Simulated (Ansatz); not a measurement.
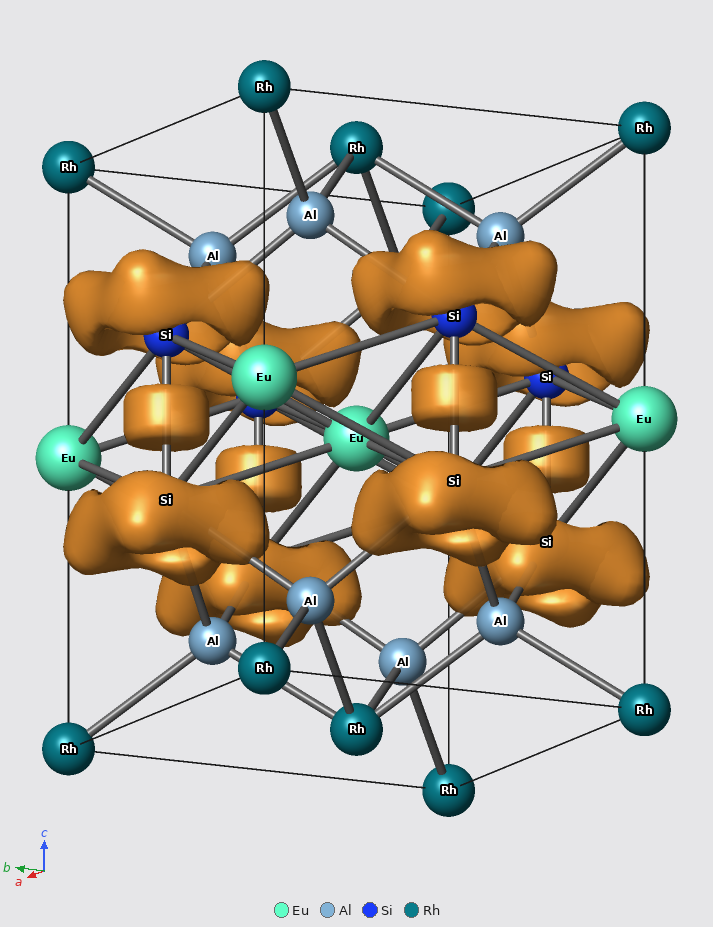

Figure 1: EuAl$_{4}$Si$_{2}$Rh. Isosurface of the electron localisation function at 0.75 (orange), seen at an oblique angle. Core shells and regions of very low density are left out. Sticks mark near contacts.

Space group P4/mmm; no Hubbard U on the f states and no spin–orbit coupling; spin-polarised.

Level of theory: DFT PBE, scalar-relativistic, plane waves, PAW in Ansatz 0.2.0.

In a PAW calculation such maps are meaningful between the atoms, not at the nuclei.

What do the ELF domains correspond to?

The ELF exceeds this value in two regions between bonded Si–Si atoms and four regions on Si in which the atom's valence shell and bonds are merged, counted in one cell of 16 atoms. Regions shared between cells count once. Along the contacts the grid gives the following. Si–Si (2.34 Å): the ELF peaks at about 0.85 between the atoms. Al–Rh (2.52 Å): the ELF is about 0.40 at the midpoint.
